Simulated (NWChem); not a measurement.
**Si2H5F (SMILES F[SiH2][SiH3]): levels of theory compared**

Wanted: a comparison of 4 runs (HF/STO-3G, HF/3-21G, B3LYP/6-31G*) of Si2H5F. 

The calculation is run with NWChem 7.3.0.

### Step 1. The molecule

Si2H5F has 8 atoms, charge 0, and is taken as a singlet. SMILES: `F[SiH2][SiH3]`. The coordinates come from a PBE0-D4/def2-TZVP relaxation.

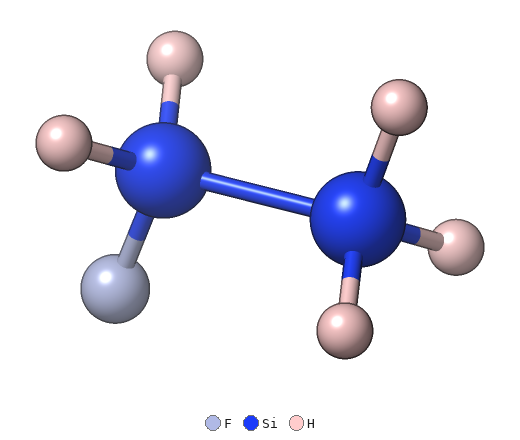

The structure, seen from a chosen angle (fluorine light blue, silicon blue, hydrogen pink).

### Step 2. Energy and gradient at HF/STO-3G (run 1)

File run.py:

```python
from ase import Atoms
from ase.calculators.nwchem import NWChem

mol = Atoms(['F', 'Si', 'Si', 'H', 'H', 'H', 'H', 'H'], positions=[
    [-2.015200, 0.986100, -0.226800],
    [-0.575400, 0.581100, -0.813600],
    [0.633500, -0.611200, 0.800400],
    [-0.798700, -0.237500, -2.033900],
    [0.125700, 1.834700, -1.195700],
    [0.849500, 0.218200, 2.015100],
    [1.955700, -0.971100, 0.218900],
    [-0.082900, -1.857400, 1.179800],
])

calc = NWChem(
    label='input',
    theory='scf',
    memory='2200 mb',
    basis='STO-3G',
    basispar='spherical bse',
    scf={'nopen': '0', 'rhf': None, 'thresh': '1e-08', 'maxiter': '80'},
)
mol.calc = calc

forces = mol.get_forces()
print(f"energy = {mol.get_potential_energy():.6f} eV")
print("forces (eV/A):")
for s, f in zip(mol.symbols, forces):
    print(f"{s:2s} {f[0]:10.5f} {f[1]:10.5f} {f[2]:10.5f}")
print("dipole (e A):", mol.get_dipole_moment().round(4))
```

On the command line:

```
$ export ASE_NWCHEM_COMMAND="nwchem PREFIX.nwi > PREFIX.nwo"
$ python run.py
```

Output:

```text
energy = -18290.625279 eV
forces (eV/A):
F    -0.91886    0.29398    0.28642
Si    2.06274   -0.62992   -0.71734
Si    0.13478    0.03204   -0.23284
H     0.29197    0.91799    1.25917
H    -0.72742   -1.36798    0.33419
H    -0.21510   -1.00453   -1.35183
H    -1.49772    0.34952    0.80326
H     0.86960    1.40891   -0.38099
dipole (e A): [ 0.1922 -0.0664 -0.0477]
```

The calculator wrote input.nwi:

```
title "input"

permanent_dir input

scratch_dir input

start input

geometry units angstrom nocenter noautosym noautoz
  F  -2.0152000000000001e+00 9.8609999999999998e-01 -2.2680000000000000e-01
  Si -5.7540000000000002e-01 5.8109999999999995e-01 -8.1359999999999999e-01
  Si 6.3349999999999995e-01 -6.1119999999999997e-01 8.0040000000000000e-01
  H  -7.9869999999999997e-01 -2.3749999999999999e-01 -2.0339000000000000e+00
  H  1.2570000000000001e-01 1.8347000000000000e+00 -1.1957000000000000e+00
  H  8.4950000000000003e-01 2.1820000000000001e-01 2.0150999999999999e+00
  H  1.9557000000000000e+00 -9.7109999999999996e-01 2.1890000000000001e-01
  H  -8.2900000000000001e-02 -1.8573999999999999e+00 1.1798000000000000e+00
end

memory 2200 mb

basis spherical bse noprint
   * library STO-3G
end

scf
  nopen 0
  rhf
  thresh 1e-08
  maxiter 80
end

task scf gradient
```

input.nwo:

```text
Northwest Computational Chemistry Package (NWChem) 7.3.0
             --------------------------------------------------------

           Job information
           ---------------

    nwchem branch   = 7.3.0
    use scalapack   = T
    input           = input.nwi
    prefix          = input.
    data base       = input/input.db
    status          = startup
    nproc           =        1

           Memory information
           ------------------

    heap     =     72089596 doubles =      550.0 Mbytes
    stack    =     72089601 doubles =      550.0 Mbytes
    global   =    144179200 doubles =     1100.0 Mbytes (distinct from heap & stack)
    total    =    288358397 doubles =     2200.0 Mbytes
    verify   = yes
    hardfail = no

[... 136 lines left out ...]
 Convergence threshold     :          1.000E-08
[... 12 lines left out ...]
       Final RHF  results
[... 3 lines left out ...]
      One-electron energy =  -1241.514323530622
[... 1 line left out ...]
 Nuclear repulsion energy =    151.923467874065
[... 36 lines left out ...]
                       ROHF Final Molecular Orbital Analysis
[... 174 lines left out ...]
                         RHF ENERGY GRADIENTS

    atom               coordinates                        gradient
                 x          y          z           x          y          z
   1 F      -3.808176   1.863459  -0.428590    0.017869  -0.005717  -0.005570
   2 Si     -1.087348   1.098120  -1.537481   -0.040114   0.012250   0.013950
   3 Si      1.197141  -1.155001   1.512537   -0.002621  -0.000623   0.004528
[... 4 lines of this table left out ...]
   8 H      -0.156658  -3.509977   2.229499   -0.016911  -0.027399   0.007409

                 ----------------------------------------
                 |  Time  |  1-e(secs)   |  2-e(secs)   |
                 ----------------------------------------
                 |  CPU   |       0.00   |       0.26   |
                 ----------------------------------------
                 |  WALL  |       0.00   |       0.26   |
                 ----------------------------------------

 Task  times  cpu:        1.7s     wall:        1.7s
 Total times  cpu:        1.7s     wall:        1.7s
```

Wall time 2.8 s (1 thread of Intel Xeon Platinum 8259CL at 2.50GHz (Skylake/Cascade Lake), shared host); peak memory 0.098 GiB.

### Step 3. Energy and gradient at HF/3-21G (run 2)

File geom.nw:

```
start geom
memory 2200 mb

geometry units angstrom noautosym nocenter noautoz
  F    -2.015200    0.986100   -0.226800
  Si   -0.575400    0.581100   -0.813600
  Si    0.633500   -0.611200    0.800400
  H    -0.798700   -0.237500   -2.033900
  H     0.125700    1.834700   -1.195700
  H     0.849500    0.218200    2.015100
  H     1.955700   -0.971100    0.218900
  H    -0.082900   -1.857400    1.179800
end

basis "ao basis" spherical bse
  * library 3-21G
end

scf
  thresh 1e-08
  maxiter 80
end

task scf gradient
```

On the command line:

```
$ nwchem geom.nw > geom.out
```

Output:

```text
[...]
  functions       =    45
[...]
  wavefunction    = RHF
[...]
         Total SCF energy =   -676.623844543363
      One-electron energy =  -1242.620960320072
      Two-electron energy =    414.073647902644
 Nuclear repulsion energy =    151.923467874065
        Time for solution =      1.6s
[...]
                         RHF ENERGY GRADIENTS
    atom               coordinates                        gradient
                 x          y          z           x          y          z
   1 F      -3.808176   1.863459  -0.428590    0.027347  -0.007349  -0.011994
   2 Si     -1.087348   1.098120  -1.537481   -0.021142   0.002858   0.016253
   3 Si      1.197141  -1.155001   1.512537   -0.002744   0.002429  -0.002946
   4 H      -1.509324  -0.448810  -3.843514   -0.002376   0.000045  -0.001693
   5 H       0.237539   3.467080  -2.259545   -0.001270   0.002539  -0.000676
   6 H       1.605322   0.412338   3.807987   -0.000197  -0.000276   0.000399
   7 H       3.695737  -1.835113   0.413661    0.000457  -0.000259   0.000130
   8 H      -0.156658  -3.509977   2.229499   -0.000074   0.000014   0.000528
[...]
```

Run time: 2.6 s. Hardware: 1 thread of Intel Xeon Platinum 8259CL at 2.50GHz (Skylake/Cascade Lake), shared host; peak memory 0.099 GiB.

Run 3 isn't shown in full; the table further down has it.

### Step 4. Energy and gradient at B3LYP/6-31G(d) (Cartesian functions) (run 4)

File run.py:

```python
from ase import Atoms
from ase.calculators.nwchem import NWChem

molecule = Atoms('FSiSiHHHHH', positions=[
    [-2.015200, 0.986100, -0.226800],
    [-0.575400, 0.581100, -0.813600],
    [0.633500, -0.611200, 0.800400],
    [-0.798700, -0.237500, -2.033900],
    [0.125700, 1.834700, -1.195700],
    [0.849500, 0.218200, 2.015100],
    [1.955700, -0.971100, 0.218900],
    [-0.082900, -1.857400, 1.179800],
])

calc = NWChem(
    label='sp',
    theory='dft',
    memory='2200 mb',
    basis='6-31G*',
    dft={'xc': 'b3lyp', 'mult': '1', 'grid': 'xfine', 'convergence': 'energy 1e-08', 'iterations': '100', 'mulliken': None},
)
molecule.calc = calc

forces = molecule.get_forces()
e = molecule.get_potential_energy()
print(f"E = {e:.6f} eV")
print("forces (eV/A):")
for s, f in zip(molecule.symbols, forces):
    print(f"{s:2s} {f[0]:10.5f} {f[1]:10.5f} {f[2]:10.5f}")
print("dipole (e A):", molecule.get_dipole_moment().round(4))
```

On the command line:

```
$ export ASE_NWCHEM_COMMAND="nwchem PREFIX.nwi > PREFIX.nwo"
$ python run.py
```

Output:

```text
E = -18554.858383 eV
forces (eV/A):
F    -0.52003    0.14501    0.21530
Si    0.30756   -0.07934   -0.14316
Si   -0.00036    0.02401   -0.06094
H     0.05446   -0.04443   -0.06052
H     0.08402    0.02108   -0.03445
H     0.02062   -0.01059    0.03584
H     0.04114   -0.02643    0.02026
H     0.01260   -0.02931    0.02772
dipole (e A): [ 0.2315 -0.0734 -0.0737]
```

The calculator wrote sp.nwi:

```
title "sp"

permanent_dir sp

scratch_dir sp

start sp

geometry units angstrom nocenter noautosym noautoz
  F  -2.0152000000000001e+00 9.8609999999999998e-01 -2.2680000000000000e-01
  Si -5.7540000000000002e-01 5.8109999999999995e-01 -8.1359999999999999e-01
  Si 6.3349999999999995e-01 -6.1119999999999997e-01 8.0040000000000000e-01
  H  -7.9869999999999997e-01 -2.3749999999999999e-01 -2.0339000000000000e+00
  H  1.2570000000000001e-01 1.8347000000000000e+00 -1.1957000000000000e+00
  H  8.4950000000000003e-01 2.1820000000000001e-01 2.0150999999999999e+00
  H  1.9557000000000000e+00 -9.7109999999999996e-01 2.1890000000000001e-01
  H  -8.2900000000000001e-02 -1.8573999999999999e+00 1.1798000000000000e+00
end

memory 2200 mb

basis noprint
   * library 6-31G*
end

dft
  xc b3lyp
  mult 1
  grid xfine
  convergence energy 1e-08
  iterations 100
  mulliken
end

task dft gradient
```

sp.nwo:

```text
Northwest Computational Chemistry Package (NWChem) 7.3.0
             --------------------------------------------------------

           Job information
           ---------------

    nwchem branch   = 7.3.0
    use scalapack   = T
    input           = sp.nwi
    prefix          = sp.
    data base       = sp/sp.db
    status          = startup
    nproc           =        1

           Memory information
           ------------------

    heap     =     72089596 doubles =      550.0 Mbytes
    stack    =     72089601 doubles =      550.0 Mbytes
    global   =    144179200 doubles =     1100.0 Mbytes (distinct from heap & stack)
    total    =    288358397 doubles =     2200.0 Mbytes
    verify   = yes
    hardfail = no

[... 107 lines left out ...]
  convergence criterion.
[... 40 lines left out ...]
          Spatial weights used:  Erf1
[... 72 lines left out ...]
         Total DFT energy =     -681.878474200425
[... 3 lines left out ...]
 Nuclear repulsion energy =      151.923467874065
[... 510 lines left out ...]
          Convergence on gradient requested:  5.00D-04
[... 27 lines left out ...]
          total energy or number of iterations.
[... 26 lines left out ...]
                         DFT ENERGY GRADIENTS

    atom               coordinates                        gradient
                 x          y          z           x          y          z
   1 F      -3.808176   1.863459  -0.428590    0.010113  -0.002820  -0.004187
   2 Si     -1.087348   1.098120  -1.537481   -0.005981   0.001543   0.002784
   3 Si      1.197141  -1.155001   1.512537    0.000007  -0.000467   0.001185
[... 4 lines of this table left out ...]
   8 H      -0.156658  -3.509977   2.229499   -0.000245   0.000570  -0.000539

                 ----------------------------------------
                 |  Time  |  1-e(secs)   |  2-e(secs)   |
                 ----------------------------------------
                 |  CPU   |       0.01   |       2.10   |
                 ----------------------------------------
                 |  WALL  |       0.01   |       2.10   |
                 ----------------------------------------

 Task  times  cpu:       30.4s     wall:       30.4s
 Total times  cpu:       30.4s     wall:       30.4s
```

Wall time 32 s (1 thread of Intel Xeon Platinum 8259CL at 2.50GHz (Skylake/Cascade Lake), shared host); peak memory 0.14 GiB.

### Step 5. The series

| run | level | iteration cap | module | energy (Eh) | dipole moment (D) | HOMO energy (eV) | LUMO energy (eV) | wall time |
| --- | --- | --- | --- | --- | --- | --- | --- | --- |
| 1 | HF/STO-3G | 80 | scf | -672.168087 | 1.00 | -8.42 | 10.70 | 2.8 s |
| 2 | HF/3-21G | 80 | scf | -676.623845 | 1.74 | -11.21 | 3.15 | 2.6 s |
| 3 | B3LYP/6-31G* (spherical functions) | 100 | dft | -681.873833 | 1.22 | – | – | 29 s |
| 4 | B3LYP/6-31G* (Cartesian functions) | 100 | dft | -681.878474 | 1.22 | -8.05 | -0.45 | 32 s |

### Step 6. What came out

| quantity | value |
| --- | --- |
| run 4: total energy | -681.87847 Eh |
| run 4: dipole moment | 1.22 D |
| run 4: HOMO energy | -8.05 eV |
| run 4: LUMO energy | -0.45 eV |
| run 4: HOMO–LUMO gap | 7.60 eV |
| run 4: largest force on an atom | 0.581 eV/Å |

The dipole moment (its size) runs from 1.00 D (HF/STO-3G) to 1.74 D (HF/3-21G). Over runs 1, 2, 4 the HOMO–LUMO gap runs from 7.60 eV (B3LYP/6-31G*) to 19.11 eV (HF/STO-3G). The two ends differ in method and basis. In run 1 the basis is minimal, so the values are rough. All runs together took 67 s, the longest 32 s.
